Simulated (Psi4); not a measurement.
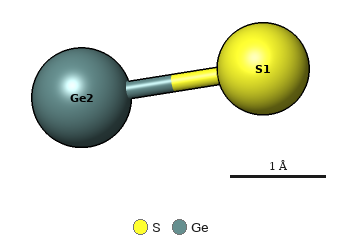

The input geometry (ball-and-stick view, seen at a tilt; atoms are numbered from 1 in the order of the input). Sticks mark near contacts.

# Single-point calculation, with input and output: GeS

- system: GeS (germanium sulfide (GeS)), SMILES [S+]#[Ge-]
- method: B2PLYP/aug-cc-pVTZ, RKS (Psi4 1.11)

## Log
```
Psi4 1.11 release

   => Loading Basis Set <=

    Name: AUG-CC-PVTZ
    Role: ORBITAL
    Keyword: BASIS

         ---------------------------------------------------------
                                   SCF
                              RKS Reference
                        1 Threads,   1525 MiB Core
         ---------------------------------------------------------

  ==> Geometry <==

    Molecular point group: c1
    Full point group: C_inf_v

    Geometry (in Bohr), charge = 0, multiplicity = 1:

       Center              X                  Y                   Z               Mass
    ------------   -----------------  -----------------  -----------------  -----------------
         S            0.000000000000     0.000000000000     0.000000000000    31.972071174400
         GE           0.000000000000     0.000000000000     3.802291480000    73.921177761000

  Running in c1 symmetry.

  Rotational constants: A = ************  B =      0.05633  C =      0.05633 [cm^-1]
  Rotational constants: A = ************  B =   1688.71065  C =   1688.71065 [MHz]
  Nuclear repulsion =  134.655641918330787

  Charge       = 0
  Multiplicity = 1
  Electrons    = 48
  Nalpha       = 24
  Nbeta        = 24

  ==> Algorithm <==

  SCF Algorithm Type is PK.
  DIIS enabled.
  MOM disabled.
  Fractional occupation disabled.
  Guess Type is SAD.
  Energy threshold   = 1.00e-09
  Density threshold  = 1.00e-08
  Integral threshold = 1.00e-12

  ==> Primary Basis <==

  Basis Set: AUG-CC-PVTZ
    Blend: AUG-CC-PVTZ
    Number of shells: 35
    Number of basis functions: 109
    Number of Cartesian functions: 128
    Spherical Harmonics?: true
    Max angular momentum: 3

  ==> DFT Potential <==

   => LibXC <=

    Version 7.1.2

   => Composite Functional: B2PLYP <=

    B2PLYP Double Hybrid Exchange-Correlation Functional

    Deriv               =              1
    GGA                 =           TRUE
    Meta                =          FALSE

    Exchange Hybrid     =           TRUE
    MP2 Hybrid          =           TRUE

   => Exchange Functionals <=

    0.4700     XC_GGA_X_B88

   => Exact (HF) Exchange <=

    0.5300               HF

   => Correlation Functionals <=

    0.7300     XC_GGA_C_LYP

   => MP2 Correlation <=

    0.2700       MP2

   => LibXC Density Thresholds  <==

    XC_GGA_C_LYP:  1.00E-14
    XC_GGA_X_B88:  1.00E-15

   => Molecular Quadrature <=

    Radial Scheme          =       TREUTLER
    Pruning Scheme         =           NONE
    Nuclear Scheme         =       TREUTLER

    Blocking Scheme        =         OCTREE
    BS radius alpha        =              1
    Pruning alpha          =              1
    Radial Points          =             99
    Spherical Points       =            590
    Total Points           =         114370
    Total Blocks           =           1005
    Max Points             =            255
    Max Functions          =            109
    Weights Tolerance      =       1.00E-15

  ==> Integral Setup <==

  Using in-core PK algorithm.
   Calculation information:
      Number of atoms:                   2
      Number of AO shells:              35
      Number of primitives:            187
      Number of atomic orbitals:       128
      Number of basis functions:       109

      Integral cutoff                 1.00e-12
      Number of threads:                 1

  Performing in-core PK
  Using 35946020 doubles for integral storage.
  We computed 198756 shell quartets total.
  Whereas there are 198765 unique shell quartets.

  ==> DiskJK: Disk-Based J/K Matrices <==

    J tasked:                  Yes
    K tasked:                  Yes
    wK tasked:                  No
    Memory [MiB]:             1076
    Schwarz Cutoff:          1E-12

  Cached 20.0% of DFT collocation blocks in 0.064 [GiB].

  Minimum eigenvalue in the overlap matrix is 3.6137715802E-04.
  Reciprocal condition number of the overlap matrix is 7.2837399992E-05.
    Using symmetric orthogonalization.

  ==> Pre-Iterations <==

  SCF Guess: Superposition of Atomic Densities via on-the-fly atomic UHF (no occupation information).

   -------------------------
    Irrep   Nso     Nmo
   -------------------------
     A        109     109
   -------------------------
    Total     109     109
   -------------------------

  ==> Iterations <==

                        Total Energy        Delta E     RMS |[F,P]|

   @RKS iter SAD: -2470.73817487573342   -2.47074e+03   0.00000e+00
   @RKS iter   1: -2473.39978314864857   -2.66161e+00   1.96677e-02 ADIIS/DIIS
   @RKS iter   2: -2472.94478279091254    4.55000e-01   2.56691e-02 ADIIS/DIIS
   @RKS iter   3: -2474.66040854266203   -1.71563e+00   8.93960e-04 ADIIS/DIIS
   @RKS iter   4: -2474.66355025370558   -3.14171e-03   2.95565e-04 ADIIS/DIIS
   @RKS iter   5: -2474.66378263790921   -2.32384e-04   1.77279e-04 ADIIS/DIIS
   @RKS iter   6: -2474.66406824728165   -2.85609e-04   3.35643e-05 DIIS
   @RKS iter   7: -2474.66407899594651   -1.07487e-05   4.40099e-06 DIIS
   @RKS iter   8: -2474.66407926551074   -2.69564e-07   1.30211e-06 DIIS
   @RKS iter   9: -2474.66407928468152   -1.91708e-08   3.59715e-07 DIIS
   @RKS iter  10: -2474.66407928635726   -1.67574e-09   3.29222e-08 DIIS
   @RKS iter  11: -2474.66407928637364   -1.63709e-11   4.13145e-09 DIIS
  Energy and wave function converged.

  ==> Post-Iterations <==

   Electrons on quadrature grid:
      Ntotal   =   48.0000000135 ; deviation = 1.350e-08

    Orbital Energies [Eh]
    ---------------------

    Doubly Occupied:

       1A   -401.501112     2A    -90.161681     3A    -50.801854
       4A    -45.141589     5A    -45.141589     6A    -45.138999
       7A     -8.351591     8A     -6.654118     9A     -6.195613
      10A     -6.195333    11A     -6.195333    12A     -4.743661
      13A     -4.743661    14A     -4.736160    15A     -1.423133
      16A     -1.423133    17A     -1.416958    18A     -1.416179
      19A     -1.416179    20A     -0.798821    21A     -0.512722
      22A     -0.325289    23A     -0.322601    24A     -0.322601

    Virtual:

      25A     -0.050369    26A     -0.050369    27A      0.020475
      28A      0.023530    29A      0.041204    30A      0.041204
      31A      0.074402    32A      0.097376    33A      0.097376
      34A      0.101345    35A      0.102928    36A      0.102928
      37A      0.153617    38A      0.153617    39A      0.171413
      40A      0.202069    41A      0.246258    42A      0.250734
      43A      0.250734    44A      0.267363    45A      0.267363
      46A      0.316637    47A      0.324118    48A      0.324118
      49A      0.387719    50A      0.387719    51A      0.435632
      52A      0.435632    53A      0.454481    54A      0.454481
      55A      0.464885    56A      0.510122    57A      0.510122
      58A      0.515478    59A      0.548215    60A      0.548215
      61A      0.586182    62A      0.587247    63A      0.587247
      64A      0.675523    65A      0.675523    66A      0.693058
      67A      0.807959    68A      0.807959    69A      0.822707
      70A      0.822707    71A      0.893535    72A      0.961871
      73A      0.961871    74A      0.997129    75A      1.083963
      76A      1.083963    77A      1.248536    78A      1.301982
      79A      1.301982    80A      1.304329    81A      1.304329
      82A      1.352851    83A      1.352851    84A      1.366919
      85A      1.366919    86A      1.424207    87A      1.488724
      88A      1.488724    89A      1.538763    90A      1.748495
      91A      1.748495    92A      1.894779    93A      1.894780
      94A      1.939649    95A      2.072373    96A      2.072373
      97A      2.218837    98A      2.218837    99A      2.224181
     100A      2.277097   101A      2.277097   102A      2.303985
     103A      2.303985   104A      2.317794   105A      2.469676
     106A      2.469676   107A      2.679281   108A      4.096576
     109A      4.941472

    Final Occupation by Irrep:
              A
    DOCC [    24 ]
    NA   [    24 ]
    NB   [    24 ]

  @RKS Final Energy: -2474.66407928637364

   => Energetics <=

    Nuclear Repulsion Energy =            134.6556419183307867
    One-Electron Energy =               -3713.2433704781169581
    Two-Electron Energy =                1153.7532405798344826
    DFT Exchange-Correlation Energy =     -49.8295913064217615
    Empirical Dispersion Energy =           0.0000000000000000
    VV10 Nonlocal Energy =                  0.0000000000000000
    Total Energy =                      -2474.6640792863731804

Computation Completed

Properties will be evaluated at   0.000000,   0.000000,   0.000000 [a0]

Properties computed using the SCF density matrix

 Multipole Moments:

 ------------------------------------------------------------------------------------
     Multipole            Electronic (a.u.)      Nuclear  (a.u.)        Total (a.u.)
 ------------------------------------------------------------------------------------

 L = 1.  Multiply by 2.5417464519 to convert [e a0] to [Debye]
 Dipole X            :         -0.0000000            0.0000000           -0.0000000
 Dipole Y            :          0.0000000            0.0000000            0.0000000
 Dipole Z            :       -120.7023829          121.6733274            0.9709444
 Magnitude           :                                                    0.9709444

 ------------------------------------------------------------------------------------

	total time  =         26 seconds =       0.43 minutes

   => Loading Basis Set <=

    Name: (AUG-CC-PVTZ AUX)
    Role: RIFIT
    Keyword: DF_BASIS_MP2

	 --------------------------------------------------------
	                          DF-MP2
	      2nd-Order Density-Fitted Moller-Plesset Theory
	              RMP2 Wavefunction,   1 Threads

	 --------------------------------------------------------

   => Auxiliary Basis Set <=

  Basis Set: (AUG-CC-PVTZ AUX)
    Blend: AUG-CC-PVTZ-RI
    Number of shells: 80
    Number of basis functions: 338
    Number of Cartesian functions: 452
    Spherical Harmonics?: true
    Max angular momentum: 5

	 --------------------------------------------------------
	                 NBF =   109, NAUX =   338
	 --------------------------------------------------------
	   CLASS    FOCC     OCC    AOCC    AVIR     VIR    FVIR
	   PAIRS      14      24      10      85      85       0
	 --------------------------------------------------------

	-----------------------------------------------------------
	 ==================> DF-MP2 Energies <====================
	-----------------------------------------------------------
	 Reference Energy          =   -2474.6640792863736351 [Eh]
	 Singles Energy            =      -0.0000000000000000 [Eh]
	 Same-Spin Energy          =      -0.1197727452066374 [Eh]
	 Opposite-Spin Energy      =      -0.3102000469355263 [Eh]
	 Correlation Energy        =      -0.4299727921421638 [Eh]
	 Total Energy              =   -2475.0940520785156878 [Eh]
	-----------------------------------------------------------
	 ================> DF-SCS-MP2 Energies <==================
	-----------------------------------------------------------
	 SCS Same-Spin Scale       =       0.3333333333333333 [-]
	 SCS Opposite-Spin Scale   =       1.2000000000000000 [-]
	 SCS Same-Spin Energy      =      -0.0399242484022125 [Eh]
	 SCS Opposite-Spin Energy  =      -0.3722400563226316 [Eh]
	 SCS Correlation Energy    =      -0.4121643047248441 [Eh]
	 SCS Total Energy          =   -2475.0762435910983186 [Eh]
	-----------------------------------------------------------

    B2PLYP Energy Summary
    ---------------------
    DFT Reference Energy                  = -2474.6640792863736351
    Scaled MP2 Correlation                =    -0.1160926538783842
    @Final double-hybrid DFT total energy = -2474.7801719402518756

	total time  =          0 seconds =       0.00 minutes

  Variable Map:
  ----------------------------------------------------------------------------
  "B2PLYP DOUBLE-HYBRID CORRECTION ENERGY" =>      -0.116092653878
  "B2PLYP TOTAL ENERGY"                    =>   -2474.780171940252
  "CURRENT ENERGY"                         =>   -2474.780171940252
  "CURRENT REFERENCE ENERGY"               =>   -2474.664079286374
  "DD SOLVATION ENERGY"                    =>       0.000000000000
  "DFT FUNCTIONAL TOTAL ENERGY"            =>   -2474.664079286373
  "DFT TOTAL ENERGY"                       =>   -2474.780171940252
  "DFT VV10 ENERGY"                        =>       0.000000000000
  "DFT XC ENERGY"                          =>     -49.829591306422
  "DOUBLE-HYBRID CORRECTION ENERGY"        =>      -0.116092653878
  "GRID ELECTRONS ALPHA"                   =>      24.000000006748
  "GRID ELECTRONS BETA"                    =>      24.000000006748
  "GRID ELECTRONS TOTAL"                   =>      48.000000013497
  "NUCLEAR REPULSION ENERGY"               =>     134.655641918331
  "ONE-ELECTRON ENERGY"                    =>   -3713.243370478117
  "PCM POLARIZATION ENERGY"                =>       0.000000000000
  "PE ENERGY"                              =>       0.000000000000
  "SCF ITERATION ENERGY"                   =>   -2474.664079286374
  "SCF ITERATIONS"                         =>      11.000000000000
  "SCF TOTAL ENERGY"                       =>   -2474.664079286374
  "TWO-ELECTRON ENERGY"                    =>    1153.753240579834
  "XC GRID RADIAL POINTS"                  =>      99.000000000000
  "XC GRID SPHERICAL POINTS"               =>     590.000000000000
  "XC GRID TOTAL POINTS"                   =>  114370.000000000000

  Array Variable Map:
  ----------------------------------------------------------------------------
  "CURRENT DIPOLE"                         =>      -0.000000000004 ... 0.970944432628 1 by 3
  "SCF DIPOLE"                             =>      -0.000000000004 ... 0.970944432628 1 by 3
  "SCF TOTAL ENERGIES"                     =>   -2470.738174875733 ... -2474.664079286374 1 by 12

    Psi4 run time: 0:00:26.83
```

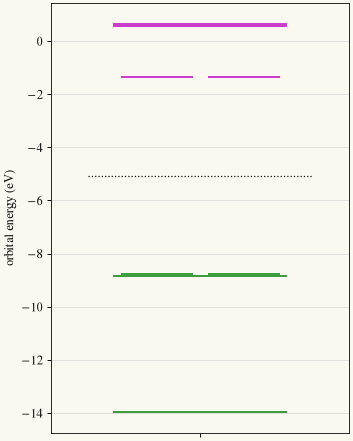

Orbital energies near the frontier; the dotted line parts filled from empty levels, and levels within 0.02 eV of each other stand side by side. Highest filled −8.78 eV, lowest empty −1.37 eV, 7.41 eV apart.

This output came from the following input.

## Input file (ges.dat)
```
memory 1.6 GB

molecule {
  0 1
  S      0.00000000     0.00000000     0.00000000
  Ge     0.00000000     0.00000000     3.80229148
  units bohr
  symmetry c1
  no_reorient
  no_com
}

set globals {
  puream true
  e_convergence 1e-09
  d_convergence 1e-08
  scf_type pk
  dft_radial_points 99
  dft_spherical_points 590
  num_frozen_docc 14
}

e_tot, wfn = energy('b2plyp/aug-cc-pVTZ', return_wfn=True)
print_variables()
```

Run as:
```bash
psi4 -i ges.dat -o ges.out -n 1
```

## Results in brief

- outcome: converged
- total energy: −2474.780172 hartree
- SCF energy: −2474.664079 hartree
- basis functions: 109
- HOMO: −8.78 eV
- LUMO: −1.37 eV
- hardware: 1 thread of Intel Xeon (Sapphire Rapids), 64 GiB of memory available, shared host
- wall time: 28 s
- peak memory: 1.3 GiB
